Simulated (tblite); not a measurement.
# Geometry relaxation, with input and output: Ge₂H₃OF₃ (part 1 of 2)

The run: geometry relaxation of Ge₂H₃OF₃, SMILES [F][Ge]([F])([F])[O][GeH3]. Method and program: GFN2-xTB geometry optimisation, gas phase (tblite 0.8.0).

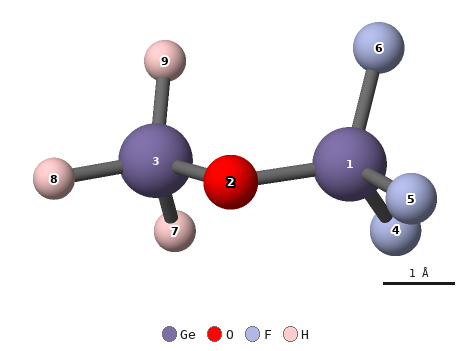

Fig. 1: The structure as given in the input (ball-and-stick view, seen at a tilt; atoms are numbered from 1 in the order of the input). Sticks mark near contacts. Bond lengths as drawn: F–Ge 1.75 to 1.77 Å, Ge–H 1.53 to 1.55 Å and Ge–O 1.74 to 1.77 Å.

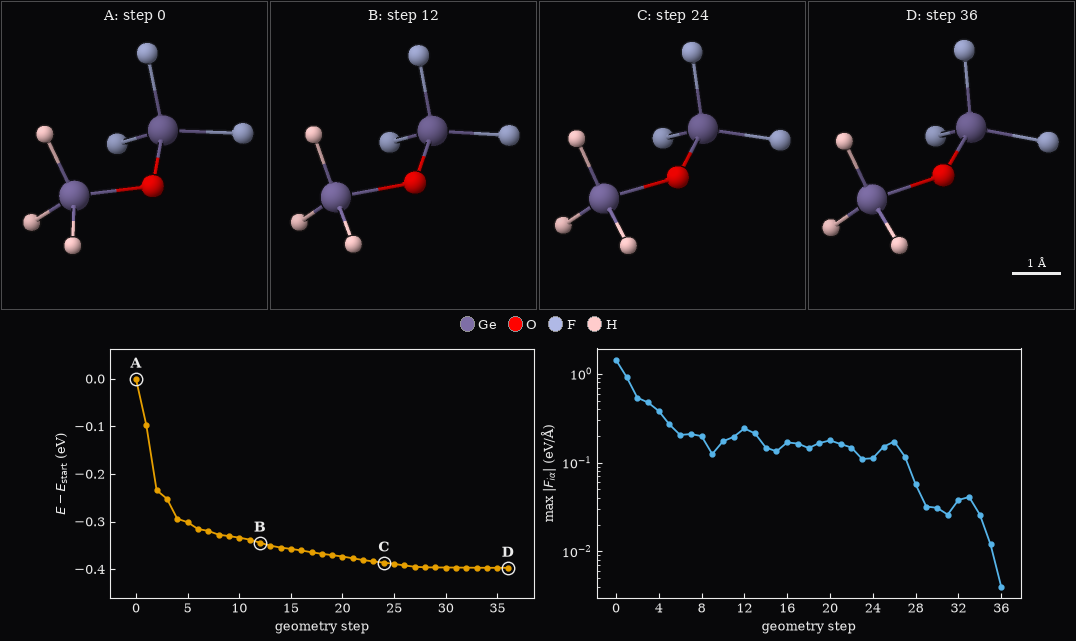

Fig. 2: Frames of the relaxation (ball-and-stick view, seen at a tilt) above the curves, on which the letters mark them (steps are counted from 0).

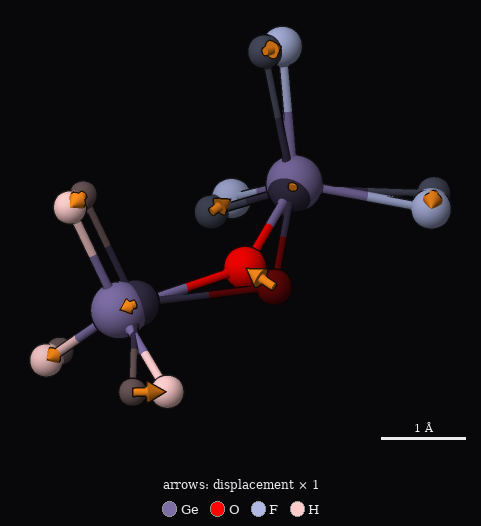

Fig. 3: Start (faint) and end (solid) with the displacements as orange arrows, at true length (ball-and-stick view, seen at a tilt). The two geometries are laid on each other by the best rigid fit. O2 moves most after the best rigid fit: 0.45 Å. Largest moves by element: O 0.45 Å, H 0.42 Å, F 0.32 Å, Ge 0.22 Å. Among the contacts that change: Ge1–F5 1.774 → 1.683 Å, Ge1–O2 1.743 → 1.658 Å, Ge1–F4 1.758 → 1.692 Å, Ge1–F6 1.745 → 1.691 Å. Among the angles that change: Ge1–O2–Ge3 115.6° → 142.7°, O2–Ge3–H8 109.6° → 98.8°, H7–Ge3–H8 104.9° → 115.0°. The energy falls by 0.397 eV in 36 geometry steps. Largest force component: 1.4 eV/Å at the start, 0.004 eV/Å at the end. (Atoms are counted from 1 in the order of the input.)

The input and output of the run follow.

Input
```
{"job": {"kind": "relax", "xc": "GFN2-xTB", "basis": "xTB"}, "charge": 0, "multiplicity": 1}
Ge     1.438877    -0.186390     0.017702
O     -0.071924    -0.247466     0.884347
Ge    -1.515102     0.162493    -0.063484
F      1.501609    -1.212796    -1.407877
F      2.711352    -0.755163     1.115603
F      1.884615     1.417146    -0.507523
H     -1.749669    -0.881516    -1.179653
H     -2.756748     0.072361     0.825681
H     -1.437972     1.555141    -0.709417
```

The first line tells a small driver script what to run in tblite; the rest is the geometry in Å.

Launch command:
```bash
OMP_NUM_THREADS=1 python <driver script> task.json out
```

Output
```
step      E/eV     max force
  0    -647.52798    1.679
  1    -647.62491    1.106
  2    -647.76207    0.777
  3    -647.78013    0.692
  4    -647.82206    0.416
  5    -647.82941    0.291
  6    -647.84362    0.294
  7    -647.84766    0.241
  8    -647.85558    0.213
  9    -647.85855    0.139
 10    -647.86179    0.224
 11    -647.86594    0.273
 12    -647.87242    0.280
 13    -647.87855    0.245
 14    -647.88264    0.174
 15    -647.88543    0.185
 16    -647.88866    0.206
 17    -647.89247    0.203
 18    -647.89580    0.174
 19    -647.89853    0.167
 20    -647.90148    0.179
 21    -647.90516    0.189
 22    -647.90890    0.172
 23    -647.91186    0.117
 24    -647.91424    0.139
 25    -647.91697    0.192
 26    -647.92024    0.195
 27    -647.92298    0.155
 28    -647.92415    0.078
 29    -647.92444    0.034
 30    -647.92456    0.032
 31    -647.92470    0.035
 32    -647.92487    0.052
 33    -647.92506    0.054
 34    -647.92518    0.036
 35    -647.92522    0.015
 36    -647.92523    0.005
```

Trajectory as extended XYZ (Å, eV, eV/Å), 37 frames, from step=0 to step=36
```
9
Properties=species:S:1:pos:R:3:forces:R:3 step=0 energy=-647.52798
Ge    1.4389   -0.1864    0.0177    0.3930  -0.3450   0.5690
O    -0.0719   -0.2475    0.8843    0.9170   0.1360  -0.6850
Ge   -1.5151    0.1625   -0.0635   -1.4390   0.0450  -0.8640
F     1.5016   -1.2128   -1.4079   -0.0450   0.5070   0.6300
F     2.7114   -0.7552    1.1156   -0.7410   0.3360  -0.6330
F     1.8846    1.4171   -0.5075   -0.1840  -0.6240   0.1650
H    -1.7497   -0.8815   -1.1797    0.3240   0.2490   0.3310
H    -2.7567    0.0724    0.8257    0.5670   0.0210   0.1970
H    -1.4380    1.5551   -0.7094    0.2070  -0.3250   0.2900
9
Properties=species:S:1:pos:R:3:forces:R:3 step=1 energy=-647.62491
Ge    1.4445   -0.1913    0.0258    0.2650  -0.2200   0.3920
O    -0.0588   -0.2455    0.8746    0.5360   0.1700  -0.7270
Ge   -1.5357    0.1631   -0.0758   -0.9210   0.0320  -0.6110
F     1.5010   -1.2056   -1.3989   -0.0270   0.4490   0.5720
F     2.7008   -0.7504    1.1066   -0.5700   0.2600  -0.4920
F     1.8820    1.4082   -0.5052   -0.1550  -0.5910   0.1600
H    -1.7450   -0.8780   -1.1749    0.2650   0.1420   0.2080
H    -2.7486    0.0727    0.8285    0.4350   0.0080   0.2610
H    -1.4350    1.5505   -0.7053    0.1730  -0.2500   0.2380
9
Properties=species:S:1:pos:R:3:forces:R:3 step=2 energy=-647.76207
Ge    1.4608   -0.2050    0.0500   -0.2440   0.2190  -0.3120
O    -0.0252   -0.2355    0.8313   -0.5280   0.1840  -0.5390
Ge   -1.5928    0.1651   -0.1134    0.2990   0.0960   0.0710
F     1.4993   -1.1785   -1.3645    0.0410   0.1880   0.2660
F     2.6660   -0.7345    1.0766    0.2020  -0.0840   0.1610
F     1.8726    1.3728   -0.4956   -0.0220  -0.3480   0.0980
H    -1.7290   -0.8691   -1.1620    0.0900  -0.2660  -0.2410
H    -2.7221    0.0732    0.8438    0.0790  -0.0330   0.4430
H    -1.4246    1.5353   -0.6909    0.0830   0.0440   0.0530
9
Properties=species:S:1:pos:R:3:forces:R:3 step=3 energy=-647.78013
Ge    1.4585   -0.2028    0.0471   -0.1840   0.1340  -0.1530
O    -0.0302   -0.2327    0.8222   -0.4730   0.1680  -0.4760
Ge   -1.5924    0.1666   -0.1146    0.2080   0.0200   0.0560
F     1.4997   -1.1746   -1.3593    0.0450   0.1330   0.1810
F     2.6670   -0.7349    1.0773    0.1210  -0.0520   0.1050
F     1.8718    1.3665   -0.4938    0.0070  -0.2400   0.0610
H    -1.7269   -0.8721   -1.1645    0.0800  -0.2120  -0.1980
H    -2.7196    0.0728    0.8504    0.1190  -0.0290   0.3920
H    -1.4229    1.5351   -0.6894    0.0760   0.0780   0.0320
9
Properties=species:S:1:pos:R:3:forces:R:3 step=4 energy=-647.82206
Ge    1.4488   -0.1963    0.0418   -0.0690  -0.1500   0.3820
O    -0.0554   -0.2164    0.7712   -0.2190   0.0550  -0.0930
Ge   -1.5969    0.1697   -0.1235   -0.1260  -0.1640  -0.0260
F     1.5027   -1.1550   -1.3333    0.0770  -0.1640  -0.2350
F     2.6661   -0.7341    1.0765   -0.0750   0.0140   0.0150
F     1.8692    1.3355   -0.4858    0.1590   0.2910  -0.1080
H    -1.7150   -0.8863   -1.1761    0.0060  -0.0340  -0.0670
H    -2.7011    0.0707    0.8865    0.2370  -0.0210   0.1810
H    -1.4132    1.5361   -0.6820    0.0110   0.1730  -0.0500
9
Properties=species:S:1:pos:R:3:forces:R:3 step=5 energy=-647.82941
Ge    1.4462   -0.1971    0.0456   -0.0240  -0.1100   0.2690
O    -0.0622   -0.2140    0.7647   -0.1380   0.0260  -0.0220
Ge   -1.5978    0.1680   -0.1241   -0.1800  -0.0990  -0.0960
F     1.5041   -1.1554   -1.3341    0.0710  -0.1340  -0.1810
F     2.6659   -0.7343    1.0774   -0.0850   0.0120   0.0260
F     1.8712    1.3364   -0.4864    0.1360   0.2260  -0.0770
H    -1.7139   -0.8887   -1.1787   -0.0050  -0.0120  -0.0480
H    -2.6963    0.0702    0.8931    0.2340  -0.0230   0.1630
H    -1.4122    1.5387   -0.6820   -0.0090   0.1150  -0.0340
9
Properties=species:S:1:pos:R:3:forces:R:3 step=6 energy=-647.84362
Ge    1.4397   -0.2009    0.0596    0.0250   0.0630  -0.1450
O    -0.0818   -0.2057    0.7424    0.0350  -0.0530   0.1600
Ge   -1.6094    0.1635   -0.1329   -0.2050   0.0930  -0.1880
F     1.5098   -1.1561   -1.3352    0.0550  -0.0570  -0.0270
F     2.6613   -0.7337    1.0795   -0.0330  -0.0310   0.1260
F     1.8787    1.3383   -0.4881    0.0700   0.0330   0.0180
H    -1.7095   -0.8958   -1.1869   -0.0560   0.0060  -0.0410
H    -2.6749    0.0678    0.9180    0.1870  -0.0330   0.1090
H    -1.4088    1.5463   -0.6811   -0.0800  -0.0220  -0.0120
9
Properties=species:S:1:pos:R:3:forces:R:3 step=7 energy=-647.84766
Ge    1.4380   -0.2012    0.0620    0.0210   0.0890  -0.2100
O    -0.0871   -0.2040    0.7382    0.0690  -0.0580   0.1500
Ge   -1.6161    0.1634   -0.1384   -0.1460   0.1140  -0.1540
F     1.5124   -1.1573   -1.3361    0.0490  -0.0310   0.0150
F     2.6593   -0.7339    1.0820   -0.0340  -0.0330   0.1320
F     1.8822    1.3397   -0.4884    0.0520  -0.0160   0.0390
H    -1.7091   -0.8978   -1.1900   -0.0720   0.0060  -0.0480
H    -2.6655    0.0666    0.9272    0.1580  -0.0340   0.0920
H    -1.4091    1.5484   -0.6811   -0.0970  -0.0370  -0.0170
9
Properties=species:S:1:pos:R:3:forces:R:3 step=8 energy=-647.85558
Ge    1.4346   -0.1998    0.0623    0.0140   0.0770  -0.1990
O    -0.0974   -0.2016    0.7319    0.1190  -0.0390   0.0460
Ge   -1.6337    0.1657   -0.1535    0.0330   0.0770  -0.0010
F     1.5195   -1.1610   -1.3380    0.0360   0.0120   0.0700
F     2.6537   -0.7353    1.0909   -0.0840  -0.0100   0.0890
F     1.8913    1.3425   -0.4881    0.0220  -0.0730   0.0590
H    -1.7102   -0.9021   -1.1984   -0.1060   0.0160  -0.0550
H    -2.6405    0.0630    0.9500    0.0920  -0.0310   0.0360
H    -1.4124    1.5524   -0.6819   -0.1260  -0.0280  -0.0460
9
Properties=species:S:1:pos:R:3:forces:R:3 step=9 energy=-647.85855
Ge    1.4338   -0.1980    0.0590    0.0170   0.0320  -0.1030
O    -0.0986   -0.2018    0.7315    0.1050  -0.0150  -0.0320
Ge   -1.6399    0.1679   -0.1592    0.1150   0.0120   0.0740
F     1.5229   -1.1627   -1.3381    0.0340   0.0140   0.0590
F     2.6500   -0.7360    1.0961   -0.1210   0.0100   0.0460
F     1.8954    1.3430   -0.4871    0.0220  -0.0570   0.0460
H    -1.7129   -0.9032   -1.2024   -0.1120   0.0320  -0.0450
H    -2.6293    0.0611    0.9587    0.0650  -0.0270   0.0160
H    -1.4162    1.5535   -0.6832   -0.1250  -0.0010  -0.0610
9
Properties=species:S:1:pos:R:3:forces:R:3 step=10 energy=-647.86179
Ge    1.4337   -0.1956    0.0534    0.0260  -0.0290   0.0310
O    -0.0971   -0.2026    0.7315    0.0660   0.0160  -0.1140
Ge   -1.6435    0.1701   -0.1631    0.1740  -0.0660   0.1250
F     1.5270   -1.1645   -1.3374    0.0350   0.0020   0.0220
F     2.6436   -0.7366    1.1023   -0.1480   0.0300   0.0010
F     1.9000    1.3429   -0.4853    0.0320  -0.0140   0.0200
H    -1.7183   -0.9032   -1.2071   -0.1080   0.0580  -0.0200
H    -2.6172    0.0586    0.9670    0.0390  -0.0230   0.0050
H    -1.4230    1.5546   -0.6860   -0.1150   0.0260  -0.0700
9
Properties=species:S:1:pos:R:3:forces:R:3 step=11 energy=-647.86594
Ge    1.4341   -0.1931    0.0467    0.0410  -0.0830   0.1520
O    -0.0939   -0.2033    0.7295    0.0140   0.0450  -0.1800
Ge   -1.6441    0.1717   -0.1654    0.1950  -0.1270   0.1440
F     1.5328   -1.1667   -1.3361    0.0380  -0.0140  -0.0240
F     2.6328   -0.7367    1.1102   -0.1500   0.0400  -0.0300
F     1.9063    1.3425   -0.4826    0.0440   0.0340  -0.0100
H    -1.7274   -0.9019   -1.2133   -0.0970   0.0890   0.0180
H    -2.6015    0.0550    0.9773    0.0150  -0.0180  -0.0060
H    -1.4340    1.5563   -0.6910   -0.0990   0.0330  -0.0660
9
Properties=species:S:1:pos:R:3:forces:R:3 step=12 energy=-647.87242
Ge    1.4356   -0.1903    0.0382    0.0710  -0.1200   0.2430
O    -0.0886   -0.2036    0.7222   -0.0560   0.0740  -0.2280
Ge   -1.6414    0.1722   -0.1666    0.1560  -0.1530   0.1280
F     1.5433   -1.1707   -1.3344    0.0440  -0.0320  -0.0760
F     2.6119   -0.7363    1.1233   -0.1080   0.0340  -0.0360
F     1.9179    1.3422   -0.4781    0.0550   0.0790  -0.0420
H    -1.7446   -0.8979   -1.2234   -0.0710   0.1240   0.0750
H    -2.5747    0.0486    0.9948   -0.0150  -0.0120  -0.0240
H    -1.4545    1.5597   -0.7005   -0.0760   0.0050  -0.0400
9
Properties=species:S:1:pos:R:3:forces:R:3 step=13 energy=-647.87855
Ge    1.4384   -0.1892    0.0328    0.0930  -0.0970   0.2010
O    -0.0842   -0.2024    0.7099   -0.0920   0.0790  -0.2130
Ge   -1.6357    0.1705   -0.1655    0.0480  -0.1020   0.0690
F     1.5551   -1.1749   -1.3333    0.0500  -0.0340  -0.0930
F     2.5887   -0.7354    1.1364   -0.0200   0.0040   0.0090
F     1.9308    1.3425   -0.4741    0.0560   0.0780  -0.0520
H    -1.7636   -0.8918   -1.2325   -0.0430   0.1360   0.1190
H    -2.5474    0.0417    1.0126   -0.0370  -0.0080  -0.0430
H    -1.4770    1.5628   -0.7109   -0.0550  -0.0560   0.0030
9
Properties=species:S:1:pos:R:3:forces:R:3 step=14 energy=-647.88264
Ge    1.4419   -0.1900    0.0325    0.0830  -0.0340   0.0610
O    -0.0829   -0.1999    0.6970   -0.0670   0.0600  -0.1480
Ge   -1.6310    0.1678   -0.1634   -0.0660  -0.0130   0.0050
F     1.5635   -1.1776   -1.3335    0.0550  -0.0190  -0.0710
F     2.5736   -0.7348    1.1450    0.0690  -0.0360   0.0820
F     1.9397    1.3432   -0.4721    0.0480   0.0390  -0.0390
H    -1.7765   -0.8854   -1.2362   -0.0290   0.1110   0.1210
H    -2.5308    0.0372    1.0234   -0.0500  -0.0080  -0.0460
H    -1.4924    1.5633   -0.7173   -0.0430  -0.1000   0.0350
9
Properties=species:S:1:pos:R:3:forces:R:3 step=15 energy=-647.88543
Ge    1.4454   -0.1913    0.0341    0.0570   0.0190  -0.0620
O    -0.0837   -0.1970    0.6859   -0.0110   0.0350  -0.0850
Ge   -1.6297    0.1660   -0.1619   -0.1340   0.0590  -0.0250
F     1.5691   -1.1790   -1.3346    0.0590  -0.0020  -0.0360
F     2.5668   -0.7350    1.1509    0.1170  -0.0600   0.1290
F     1.9453    1.3438   -0.4718    0.0400  -0.0040  -0.0210
H    -1.7838   -0.8798   -1.2356   -0.0290   0.0640   0.0890
H    -2.5231    0.0346    1.0283   -0.0610  -0.0090  -0.0360
H    -1.5014    1.5615   -0.7199   -0.0390  -0.1030   0.0460
9
Properties=species:S:1:pos:R:3:forces:R:3 step=16 energy=-647.88866
Ge    1.4505   -0.1926    0.0348    0.0350   0.0550  -0.1500
O    -0.0846   -0.1929    0.6714    0.0550   0.0110  -0.0260
Ge   -1.6314    0.1650   -0.1609   -0.1690   0.1150  -0.0270
F     1.5768   -1.1806   -1.3367    0.0660   0.0180   0.0030
F     2.5612   -0.7364    1.1602    0.1300  -0.0670   0.1420
F     1.9527    1.3445   -0.4719    0.0360  -0.0450  -0.0030
H    -1.7926   -0.8721   -1.2332   -0.0370  -0.0080   0.0320
H    -2.5153    0.0315    1.0335   -0.0800  -0.0110  -0.0140
H    -1.5123    1.5575   -0.7218   -0.0360  -0.0680   0.0440
```
